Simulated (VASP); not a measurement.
# A VASP study of CaZr (BLYP): structure first, properties next, part 3 of 5

What structure does CaZr take at this level, and what are its properties? The cell is invented: it takes the structure of a Materials Project entry for CaPb (space group 123 there), with some of its atoms replaced by other elements, volume scaled by an estimate. It may not be a known or stable phase. The atoms of the start are displaced at random from the sites of a P4/mmm cell.

VASP 6.6.1; BLYP; plane waves and PAW (Zr_sv, Ca_sv); invented cell.

Still holding for the runs below: The k-mesh is coarse for a metal.

So far. Step 3 (Relaxing cell and atoms (BLYP)): It ends with a largest force of 0.005 eV/Å and a pressure of 0.02 GPa. Step 4 (Second relaxation): It ends with forces that vanish by symmetry and a pressure of -0.01 GPa.

### 5. Single point with fields (BLYP)

A single point on the relaxed cell gives a clean self-consistent state, with density, ELF and potential written out.

Input file INCAR:

```
SYSTEM = CaZr
PREC = Accurate
ENCUT = 400
EDIFF = 1E-06
NELM = 100
ISMEAR = 1
SIGMA = 0.2
LREAL = .FALSE.
ALGO = Normal
GGA = B5
ALDAX = 1
AGGAX = 1
AGGAC = 1
ALDAC = 0
LORBIT = 11
LWAVE = .FALSE.
LCHARG = .TRUE.
ISIF = 2
LELF = .TRUE.
LVHAR = .TRUE.
```

Input file POSCAR:

```
CaZr
1.0
    3.2960621418      0.0000000000      0.0000000000
    0.0000000000      3.2960621418      0.0000000000
    0.0000000000      0.0000000000      5.3244053138
Zr Ca
1 1
Direct
    0.0000000000      0.0000000000      0.5000000000
    0.5000000000      0.5000000000      0.0000000000
```

Input file KPOINTS:

```
Automatic mesh
0
Gamma
6 6 4
0 0 0
```

The projector-augmented-wave data sets are Zr_sv and Ca_sv (PBE family, release 64).

Launch:

```console
mpirun -np 1 vasp_std
```

What it wrote:

```text
[... set-up lines as in an earlier step ...]
 entering main loop
       N       E                     dE             d eps       ncg     rms          rms(c)
DAV:   1     0.179140243500E+03    0.17914E+03   -0.10625E+04   900   0.118E+03
DAV:   2     0.279506018018E+01   -0.17635E+03   -0.17486E+03  1098   0.355E+02
DAV:   3    -0.839420927988E+01   -0.11189E+02   -0.11052E+02  1740   0.685E+01
DAV:   4    -0.866013953535E+01   -0.26593E+00   -0.26598E+00  1056   0.114E+01
DAV:   5    -0.867063445791E+01   -0.10495E-01   -0.10493E-01  1507   0.153E+00    0.681E+00
DAV:   6    -0.799249837305E+01    0.67814E+00   -0.12256E+01  1068   0.127E+01    0.314E+00
DAV:   7    -0.783425427589E+01    0.15824E+00   -0.10033E+00  1280   0.426E+00    0.212E+00
DAV:   8    -0.782938482977E+01    0.48694E-02   -0.30039E-01  1159   0.268E+00    0.387E-01
DAV:   9    -0.782504587277E+01    0.43390E-02   -0.94742E-02  1260   0.125E+00    0.244E-01
DAV:  10    -0.782498345485E+01    0.62418E-04   -0.49990E-03  1233   0.400E-01    0.873E-02
DAV:  11    -0.782509689942E+01   -0.11344E-03   -0.12189E-03  1444   0.179E-01    0.392E-02
DAV:  12    -0.782510351913E+01   -0.66197E-05   -0.96948E-05  1202   0.693E-02    0.848E-03
DAV:  13    -0.782510400705E+01   -0.48792E-06   -0.10127E-05  1026   0.173E-02    0.324E-03
DAV:  14    -0.782510409818E+01   -0.91134E-07   -0.13699E-06   814   0.847E-03
   1 F= -.78251041E+01 E0= -.78277347E+01  d E =0.789181E-02
```

It took 30 s on 1 MPI rank of AMD EPYC 7R43, shared host; peak memory 0.13 GiB.

From OUTCAR (step 5):

```text
   ENCUT  =  400.0 eV  29.40 Ry    5.42 a.u.   5.38  5.38  8.68*2*pi/ulx,y,z

   NELECT =      22.0000    total number of electrons

 E-fermi :   5.4774

 k-point     1 :       0.0000    0.0000    0.0000
  band No.  band energies     occupation
    ...
      7     -16.3733      2.00000
      8     -16.3733      2.00000
      9       0.8988      2.00000
     10       3.7978      2.00000
     11       4.5732      2.00000
     12       6.7871     -0.00000
     13       7.4336     -0.00000
     14       7.4907     -0.00000
     15       7.4907     -0.00000

  Total       -0.0156404     -0.0156404      0.0139431      0.0000000      0.0000000     -0.0000000
  in kB       -0.4332074     -0.4332074      0.3861960      0.0000000      0.0000000     -0.0000000
  external PRESSURE =      -0.1600729 kB  Pullay stress =       0.0000000 kB

 POSITION                                       TOTAL-FORCE (eV/Angst)
 -----------------------------------------------------------------------------------
      0.00000      0.00000      2.66220         0.000000      0.000000      0.000000
      1.64803      1.64803      0.00000         0.000000      0.000000      0.000000
 -----------------------------------------------------------------------------------
    total drift:                                0.000000     -0.000000     -0.000000

  FREE ENERGIE OF THE ION-ELECTRON SYSTEM (eV)
  ---------------------------------------------------
  free  energy   TOTEN  =        -7.8251040982 eV

  energy  without entropy=       -7.8329959083  energy(sigma->0) =       -7.82773470

[... 4 parts as in an earlier step ...]

[... 12 further parts left out ...]
```

Numbers from this step:

```
SCF cycles : 14
pressure   : -0.01601 GPa
```

Valence electrons inside each PAW sphere by angular momentum. Sphere charges, by row:

```csv
atom,s (e),p (e),d (e),tot (e)
Zr1,2.225,5.907,1.649,9.782
Ca2,2.09,5.835,0.294,8.219
```

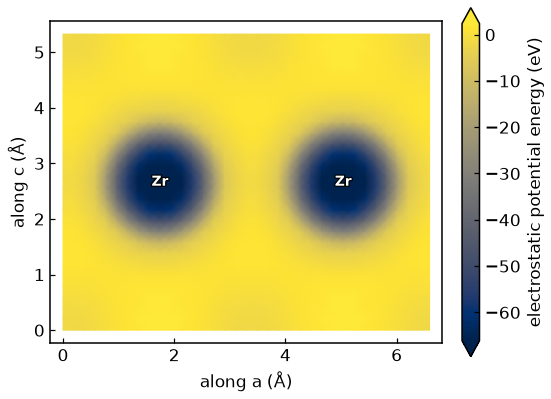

Electrostatic potential energy in the ac plane at fractional y = 0.000, with atoms of Zr within 0.2 Å of it. With pseudopotentials it is smooth inside the atoms' cores, unlike the true potential. The map starts off the cell's origin, so that atoms lie inside it.

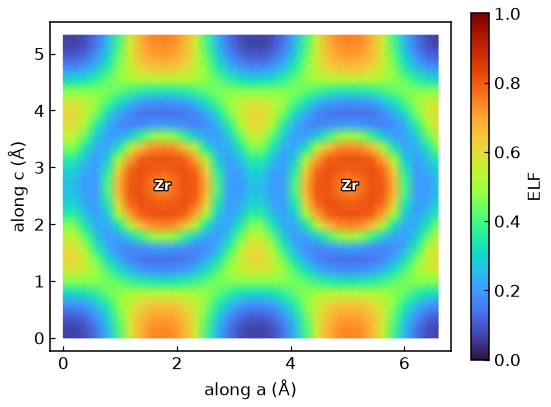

ELF in the ac plane at fractional y = 0.000, with atoms of Zr within 0.2 Å of it. It is the smooth field of the valence electrons, not physical close to the nuclei. The map starts off the cell's origin, so that atoms lie inside it.

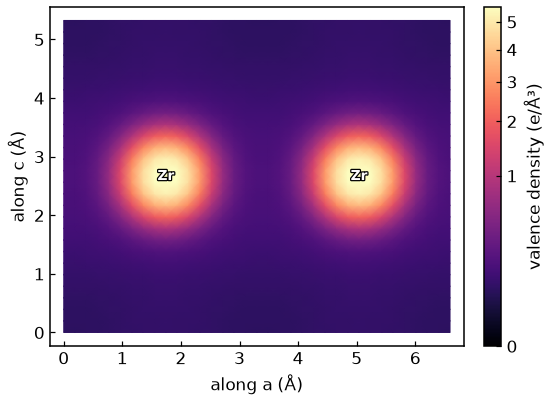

Valence density in the ac plane at fractional y = 0.000, with atoms of Zr within 0.2 Å of it. It is the smooth field of the valence electrons, not physical close to the nuclei. The map starts off the cell's origin, so that atoms lie inside it. The colour scale is stretched toward low values.

In this run the pressure is -0.02 GPa, small enough to go on.

### 6. Band structure (BLYP)

Levels along the symmetry lines show where the bands peak and cross; KPOINTS_OPT computes them in the converged potential.

INCAR: that of step 5 with these lines changed.

```diff
@@ -16,5 +16,2 @@
 LWAVE = .FALSE.
-LCHARG = .TRUE.
-ISIF = 2
-LELF = .TRUE.
-LVHAR = .TRUE.
+LCHARG = .FALSE.
```

POSCAR is that of step 5.

KPOINTS is that of step 5.

Input file KPOINTS_OPT:

```
Line mode
16
Line-mode
Reciprocal
  0.00000000   0.00000000   0.00000000 GAMMA
  0.00000000   0.50000000   0.00000000 X

  0.00000000   0.50000000   0.00000000 X
  0.50000000   0.50000000   0.00000000 M

  0.50000000   0.50000000   0.00000000 M
  0.00000000   0.00000000   0.00000000 GAMMA

  0.00000000   0.00000000   0.00000000 GAMMA
  0.00000000   0.00000000   0.50000000 Z

  0.00000000   0.00000000   0.50000000 Z
  0.00000000   0.50000000   0.50000000 R

  0.00000000   0.50000000   0.50000000 R
  0.50000000   0.50000000   0.50000000 A

  0.50000000   0.50000000   0.50000000 A
  0.00000000   0.00000000   0.50000000 Z

  0.00000000   0.50000000   0.00000000 X
  0.00000000   0.50000000   0.50000000 R

  0.50000000   0.50000000   0.00000000 M
  0.50000000   0.50000000   0.50000000 A
```

Launch:

```console
mpirun -np 1 vasp_std
```

What it wrote:

```text
[... set-up lines as in an earlier step ...]
 entering main loop
       N       E                     dE             d eps       ncg     rms          rms(c)
[... 14 cycles as in an earlier step ...]
   1 F= -.78251041E+01 E0= -.78277347E+01  d E =0.789181E-02
 Start KPOINTS_OPT (optional k-point list driver)
k-point batch [1-30\144]
       N       E                     dE             ncg
DAV:   1    -0.508037570275E+04   -0.19485E+05      900
DAV:   2    -0.104479106856E+05   -0.53675E+04     1076
DAV:   3    -0.107889527383E+05   -0.34104E+03     1777
DAV:   4    -0.107980597413E+05   -0.91070E+01     1104
DAV:   5    -0.107984309895E+05   -0.37125E+00     1544
DAV:   6    -0.107984330988E+05   -0.21093E-02     1160
DAV:   7    -0.107984331625E+05   -0.63648E-04     1560
DAV:   8    -0.107984331632E+05   -0.75821E-06      999
[...]
k-point batch [121-144\144]
       N       E                     dE             ncg
DAV:   1    -0.623710496469E+03   -0.22621E+05      720
DAV:   2    -0.464883510974E+04   -0.40251E+04      818
DAV:   3    -0.490951295050E+04   -0.26068E+03     1433
DAV:   4    -0.491773524299E+04   -0.82223E+01      867
DAV:   5    -0.491817447168E+04   -0.43923E+00     1213
DAV:   6    -0.491817768416E+04   -0.32125E-02      916
DAV:   7    -0.491817776353E+04   -0.79372E-04     1215
DAV:   8    -0.491817776536E+04   -0.18351E-05      812
DAV:   9    -0.491817776547E+04   -0.10239E-06      759
```

Elapsed: 77 s, on 1 MPI rank; peak memory 0.14 GiB.

Parts of OUTCAR (step 6):

```text
   NELECT =      22.0000    total number of electrons

 E-fermi :   5.4774

[... 20 parts as in an earlier step ...]

[... 2 further parts left out ...]
```

The electronic bands at the labelled points (eV, zero at the Fermi level; # counts the bands kept):

```csv
point,#1,#2,#3,#4,#5
Γ,-4.58,-1.68,-0.90,1.31,1.96
X,-1.64,-0.69,-0.60,-0.04,0.94
M,-1.74,-1.15,-0.72,-0.72,2.99
Γ,-4.58,-1.68,-0.90,1.31,1.96
Z,-3.36,-2.66,-0.73,0.41,1.55
R,-1.75,-1.73,0.46,0.82,0.88
A,-1.36,-0.15,-0.15,-0.04,1.41
Z,-3.36,-2.66,-0.73,0.41,1.55
jump to X,-1.64,-0.69,-0.60,-0.04,0.94
R,-1.75,-1.73,0.46,0.82,0.88
jump to M,-1.74,-1.15,-0.72,-0.72,2.99
A,-1.36,-0.15,-0.15,-0.04,1.41
```

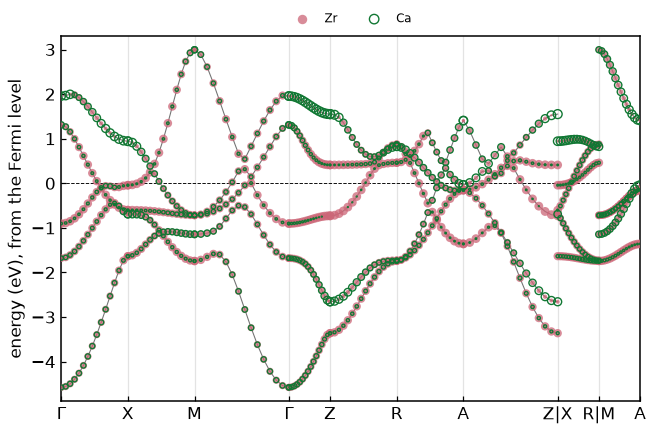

Electronic bands along the path; dots are coloured as in the legend, and their area grows with the weight.

There is no gap at this level.

Of the bands kept, 2 cross the Fermi level on this path.

### 7. Total and projected DOS (BLYP)

Here the states are counted by energy and projected on the atoms. The mesh is finer than in the run before.

INCAR: that of step 6 with these lines changed.

```diff
@@ -5,3 +5,3 @@
 NELM = 100
-ISMEAR = 1
+ISMEAR = -5
 SIGMA = 0.2
@@ -17 +17,2 @@
 LCHARG = .FALSE.
+NEDOS = 2001
```

POSCAR is that of step 6.

Input file KPOINTS:

```
Automatic mesh
0
Gamma
9 9 6
0 0 0
```

Launch:

```console
mpirun -np 1 vasp_std
```

What it wrote:

```text
[... set-up lines as in an earlier step ...]
 entering main loop
       N       E                     dE             d eps       ncg     rms          rms(c)
DAV:   1     0.182254168164E+03    0.18225E+03   -0.10527E+04  1800   0.117E+03
DAV:   2     0.326808652922E+01   -0.17899E+03   -0.17758E+03  2145   0.358E+02
DAV:   3    -0.839201534041E+01   -0.11660E+02   -0.11574E+02  3526   0.692E+01
DAV:   4    -0.866286601677E+01   -0.27085E+00   -0.27070E+00  2096   0.116E+01
DAV:   5    -0.867309014156E+01   -0.10224E-01   -0.10203E-01  3052   0.148E+00    0.683E+00
DAV:   6    -0.798250475198E+01    0.69059E+00   -0.12391E+01  2255   0.127E+01    0.327E+00
DAV:   7    -0.781590859200E+01    0.16660E+00   -0.10900E+00  2574   0.430E+00    0.208E+00
DAV:   8    -0.781061176063E+01    0.52968E-02   -0.15743E-01  2441   0.229E+00    0.406E-01
DAV:   9    -0.781208545673E+01   -0.14737E-02   -0.20718E-02  2917   0.779E-01    0.192E-01
DAV:  10    -0.781259219004E+01   -0.50673E-03   -0.18473E-03  2290   0.329E-01    0.656E-02
DAV:  11    -0.781264733981E+01   -0.55150E-04   -0.60526E-04  2722   0.138E-01    0.339E-02
DAV:  12    -0.781266957558E+01   -0.22236E-04   -0.76515E-05  2396   0.560E-02    0.440E-03
DAV:  13    -0.781267174031E+01   -0.21647E-05   -0.27365E-06  1985   0.104E-02    0.265E-03
DAV:  14    -0.781267168193E+01    0.58384E-07   -0.22976E-07  1404   0.415E-03
   1 F= -.78126717E+01 E0= -.78126717E+01  d E =0.000000E+00
 -----------------------------------------------------------------------------
|                                                                             |
|           W    W    AA    RRRRR   N    N  II  N    N   GGGG   !!!           |
|           W    W   A  A   R    R  NN   N  II  NN   N  G    G  !!!           |
|           W    W  A    A  R    R  N N  N  II  N N  N  G       !!!           |
|           W WW W  AAAAAA  RRRRR   N  N N  II  N  N N  G  GGG   !            |
|           WW  WW  A    A  R   R   N   NN  II  N   NN  G    G                |
|           W    W  A    A  R    R  N    N  II  N    N   GGGG   !!!           |
|                                                                             |
|     Tetrahedron method does not include variations of the Fermi             |
|     occupations, so forces and stress will be inaccurate. We suggest        |
|     using a different smearing scheme ISMEAR = 1 or 2 for metals in         |
|     relaxations.                                                            |
|                                                                             |
 -----------------------------------------------------------------------------
```

The job ended after 46 s (1 MPI rank; peak memory 0.14 GiB).

From OUTCAR (step 7):

```text
   k-points           NKPTS =     60   k-points in BZ     NKDIM =     60   number of bands    NBANDS=     15

   NELECT =      22.0000    total number of electrons

 E-fermi :   5.4897

 k-point     1 :       0.0000    0.0000    0.0000
  band No.  band energies     occupation
    ...
      7     -16.3666      2.00000
      8     -16.3666      2.00000
      9       0.8967      2.00000
     10       3.7918      2.00000
     11       4.5646      2.00000
     12       6.7837      0.00000
     13       7.4410      0.00000
     14       7.4815      0.00000
     15       7.4815      0.00000

  Total        0.0331274      0.0331274      0.1013101      0.0000000      0.0000000      0.0000000
  in kB        0.9175643      0.9175643      2.8060898      0.0000000      0.0000000      0.0000000
  external PRESSURE =       1.5470728 kB  Pullay stress =       0.0000000 kB

  FREE ENERGIE OF THE ION-ELECTRON SYSTEM (eV)
  ---------------------------------------------------
  free  energy   TOTEN  =        -7.8126716819 eV

  energy  without entropy=       -7.8126716819  energy(sigma->0) =       -7.81267168

[... 7 parts as in an earlier step ...]

[... 10 further parts left out ...]
```

The DOS at the Fermi level is high for the number of transition-metal atoms. It is one value on this mesh and may be a narrow spike; if it stands, a magnetic instability is possible, which a run without spin can't show. With tetrahedra the forces and stress of a metal are not exact derivatives of the energy.

Numbers from this step:

| Quantity | Value |
| --- | --- |
| irreducible k-points | 60 |
| free energy (TOTEN) | -7.813 eV |
| Fermi energy | 5.490 eV |
| pressure | 0.1547 GPa |
| DOS at the Fermi level | 3.822 states/eV/cell |

The density of states has structure finer than the step of the table below, so its rows give means over 0.5 eV, whole bins alone (the curve runs from -12.0 to 1.69 eV). Peaks (eV: height): total -1.45: 2.66, -0.67: 3.67, -0.26: 3.96, 0.18: 5.62, 0.82: 4.14, 1.66: 3.72; Zr d -0.67: 1.48, -0.26: 1.64, 0.21: 2.17, 0.73: 1.34; Ca d 0.09: 0.361, 0.82: 0.531, 1.66: 0.680.

States under -12.0 eV and over 1.7 eV are left out. The density of states by energy, zero at the Fermi level; means over each step; values in states/eV/cell:

```csv
energy (eV),total,Zr d,Ca d
-5.0,0,0,0
-4.5,0.0434,2.9e-5,0
-4.0,0.207,8.5e-4,2.1e-4
-3.5,0.360,0.00463,0.00128
-3.0,0.460,0.0118,0.00391
-2.5,0.607,0.0318,0.0106
-2.0,1.13,0.125,0.0325
-1.5,2.19,0.511,0.0834
-1.0,2.16,0.639,0.133
-0.5,3.16,1.26,0.214
0.0,4.00,1.56,0.275
0.5,2.42,0.921,0.163
1.0,2.42,0.741,0.371
```

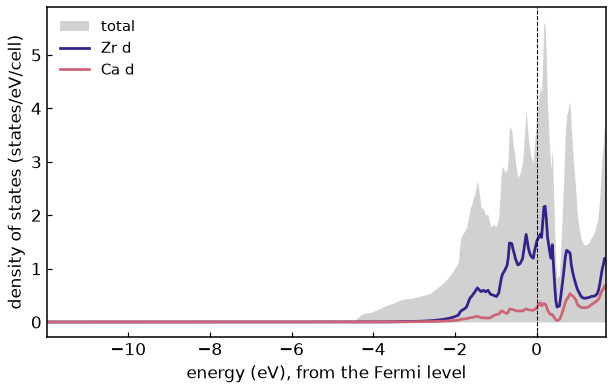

Density of states against energy.

The finer mesh and the other smearing move the Fermi level by +0.01 eV from the 6×6×4 run, a small shift, which tests the Fermi level alone. Of the states within 0.3 eV of the Fermi level, the largest shares in the PAW spheres are Zr d 39 % and Ca d 7 %. The rest lies in smaller channels or between the spheres.

### 8. Volume scan with BLYP, volume scale 0.94

An equation of state needs energies on both sides of the minimum, all on one mesh and cutoff.

INCAR: that of step 7 with these lines changed.

```diff
@@ -5,3 +5,3 @@
 NELM = 100
-ISMEAR = -5
+ISMEAR = 1
 SIGMA = 0.2
@@ -17,2 +17,2 @@
 LCHARG = .FALSE.
-NEDOS = 2001
+ISIF = 2
```

Input file POSCAR:

```
CaZr
1.0
    3.2287766876      0.0000000000      0.0000000000
    0.0000000000      3.2287766876      0.0000000000
    0.0000000000      0.0000000000      5.2157134826
Zr Ca
1 1
Direct
    0.0000000000      0.0000000000      0.5000000000
    0.5000000000      0.5000000000      0.0000000000
```

Input file KPOINTS:

```
Automatic mesh
0
Gamma
6 6 4
0 0 0
```

Launch:

```console
mpirun -np 1 vasp_std
```

What it wrote:

```text
[... set-up lines as in an earlier step ...]
 entering main loop
       N       E                     dE             d eps       ncg     rms          rms(c)
DAV:   1     0.175347480539E+03    0.17535E+03   -0.10631E+04   900   0.118E+03
DAV:   2     0.264488911045E+01   -0.17270E+03   -0.17130E+03  1068   0.364E+02
DAV:   3    -0.835861502290E+01   -0.11004E+02   -0.10868E+02  1758   0.662E+01
DAV:   4    -0.860051979311E+01   -0.24190E+00   -0.24177E+00  1047   0.107E+01
DAV:   5    -0.860881486146E+01   -0.82951E-02   -0.82948E-02  1476   0.137E+00    0.741E+00
DAV:   6    -0.794178401418E+01    0.66703E+00   -0.11550E+01  1089   0.128E+01    0.331E+00
DAV:   7    -0.779918636098E+01    0.14260E+00   -0.89249E-01  1262   0.424E+00    0.224E+00
DAV:   8    -0.779754710300E+01    0.16393E-02   -0.27692E-01  1160   0.267E+00    0.375E-01
DAV:   9    -0.779316932600E+01    0.43778E-02   -0.10201E-01  1172   0.129E+00    0.264E-01
DAV:  10    -0.779283109603E+01    0.33823E-03   -0.58446E-03  1249   0.419E-01    0.893E-02
DAV:  11    -0.779289232560E+01   -0.61230E-04   -0.14190E-03  1461   0.187E-01    0.382E-02
DAV:  12    -0.779290262291E+01   -0.10297E-04   -0.85647E-05  1167   0.707E-02    0.113E-02
DAV:  13    -0.779289980071E+01    0.28222E-05   -0.18630E-05  1128   0.199E-02    0.332E-03
DAV:  14    -0.779289981563E+01   -0.14918E-07   -0.17963E-06   877   0.889E-03
   1 F= -.77928998E+01 E0= -.77958112E+01  d E =0.873414E-02
```

The job ended after 27 s (1 MPI rank; peak memory 0.12 GiB).

OUTCAR, selected parts (step 8):

```text
   ENCUT  =  400.0 eV  29.40 Ry    5.42 a.u.   5.27  5.27  8.51*2*pi/ulx,y,z

   NELECT =      22.0000    total number of electrons

 E-fermi :   5.9210

 k-point     1 :       0.0000    0.0000    0.0000
  band No.  band energies     occupation
    ...
      7     -15.7606      2.00000
      8     -15.7606      2.00000
      9       1.2653      2.00000
     10       4.1403      2.00000
     11       4.9325      2.00000
     12       7.4437     -0.00000
     13       7.9200     -0.00000
     14       8.0593     -0.00000
     15       8.0593     -0.00000

  Total        0.9287911      0.9287911      1.0360484      0.0000000      0.0000000      0.0000000
  in kB       27.3677367     27.3677367     30.5281772      0.0000000      0.0000000      0.0000000
  external PRESSURE =      28.4212169 kB  Pullay stress =       0.0000000 kB

 POSITION                                       TOTAL-FORCE (eV/Angst)
 -----------------------------------------------------------------------------------
      0.00000      0.00000      2.60786         0.000000      0.000000      0.000000
      1.61439      1.61439      0.00000         0.000000      0.000000      0.000000
 -----------------------------------------------------------------------------------
    total drift:                                0.000000     -0.000000     -0.000000

  FREE ENERGIE OF THE ION-ELECTRON SYSTEM (eV)
  ---------------------------------------------------
  free  energy   TOTEN  =        -7.7928998156 eV

  energy  without entropy=       -7.8016339527  energy(sigma->0) =       -7.79581119

[... 4 parts as in an earlier step ...]

[... 12 further parts left out ...]
```

The scan keeps the cell's shape and the fractional positions fixed.

This step gave:

```yaml
irreducible_k_points: 30
free_energy_toten: -7.793 eV
energy_at_zero_smearing: -7.796 eV
fermi_energy: 5.921 eV
pressure: 2.842 GPa
```

The pressure here is 2.84 GPa.

[end of part 3 of 5]

[Lines on the potential files, build, host, timing and source positions are cut from VASP's logs without a mark.]

[Logs are printed without paths, hosts, clocks, repeated set-up lines and the standing remarks that a program may print on its own settings, such as how far it seeks lower states.]

[Hosts, paths, dates, database ids (printed as entryN), source tags and the programs' standing remarks are cut or masked in the printed files.]

[A measured line is paired with the nearest computed mode of its activity, which favours agreement.]

[In band tables of VASP the shares of atoms and orbitals are scaled to a sum of 1 inside the atoms' spheres.]
